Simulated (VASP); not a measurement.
Band structure of Cr (bcc, AFM order). These are optB88-vdW, VASP's PBE PAW potentials (set 64) (plane waves; VASP) values and carry that method's errors.

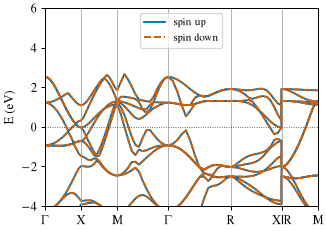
Bands along high-symmetry lines, zero at the valence-band maximum or, without a gap, the Fermi level

### Question
Read the plot: is there a gap, and where are the band edges?

### Answer
It has no gap at this level: it comes out as a metal or semimetal. (Edges off the drawn lines would not show.)

The compound is Cr in the bcc, AFM order structure. It was relaxed first.
